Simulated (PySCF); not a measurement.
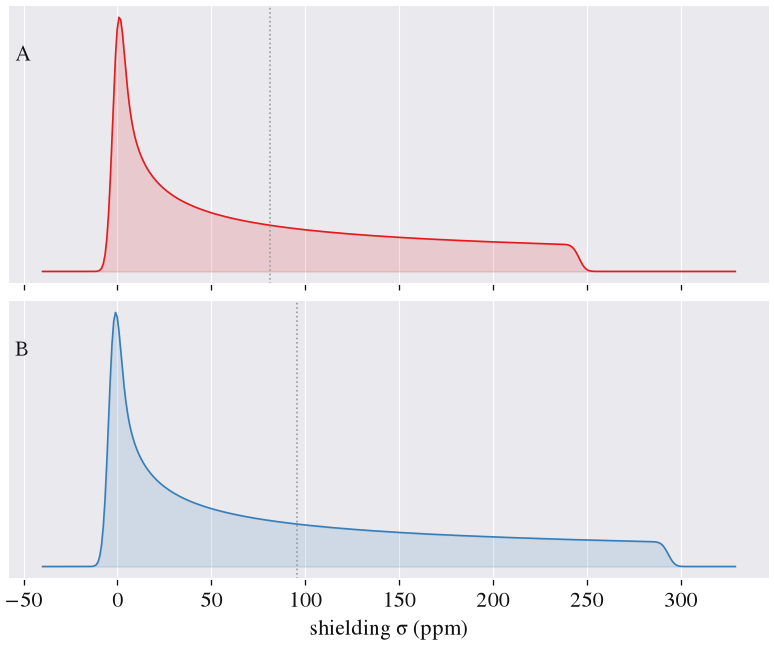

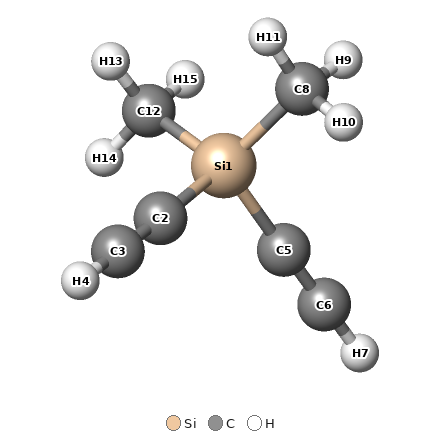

Static powder patterns (¹³C) from GIAO shielding tensors of C₆H₈Si, SMILES C#C[Si](C)(C)C#C, ωB97X-D/pcSseg-1, PySCF, at a PBE0-D3(BJ)/def2-SVP geometry (no frequency check); absolute shielding, one fixed geometry of the isolated molecule without any motion, no dipolar terms. The dotted line is the isotropic value; skew is 3(σiso − σ22)/span.

Question: The panels belong to C5 and C6. Which is which?

Answer: panel A: C6, σ11, σ22, σ33 = −1, −1, 246 ppm, isotropic 81, span 247 ppm, skew 1.00; panel B: C5, σ11, σ22, σ33 = −4, −2, 293 ppm, isotropic 96, span 298 ppm, skew 0.99.
